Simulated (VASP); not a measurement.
Band structure of Ta2N (space group P-3m1). Method: PBE GGA, VASP's PBE PAW potentials (set 64) (plane waves; VASP).

Unless said otherwise, spin-orbit coupling is left out, though it shifts the bands of the heavy elements here.

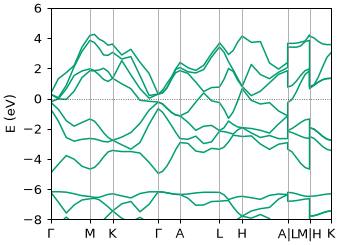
Figure. Bands along high-symmetry lines, zero at the valence-band maximum or, without a gap, the Fermi level

Read the plot: is there a gap, and where are the band edges?

It has no gap at this level: it comes out as a metal or semimetal.

The structure comes from a computed database's Ta2N entry; how it stands against other phases isn't given here. The cell was not relaxed at this level. The electron count is odd and the run is not spin-polarised, which forces a metal. VASP warned that the highest band is occupied, so more bands are needed.
